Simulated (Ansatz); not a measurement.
The starting structures come from a database of crystals and need not be the phases stable at ambient conditions.

 Where the default PAW files enter, the runs use the earlier of Ansatz's two default sets.

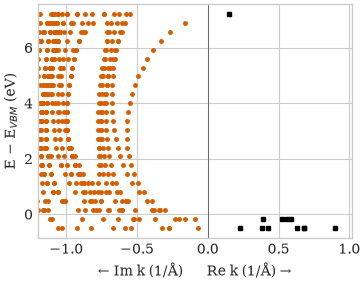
Fig. 1. Complex bands at the centre of the two-dimensional zone; r2SCAN run with Ansatz (a first-principles code)

The gap is the functional's own, uncorrected, and κ follows it; spin-orbit coupling is left out. Mid-gap values are interpolated between the computed energies.

This is K2NaYF6 (Fm-3m, not sure to be the ambient phase, 10 atoms a cell, 17.7 Å³ an atom, -3 GPa at this level) along the normal of (110). Read off the slowest decay at the centre of the two-dimensional zone at 3.68 eV, the computed energy nearest the middle of the gap.

κ ≈ 0.56 1/Å, a decay length 1/(2κ) of the density of 0.89 Å.
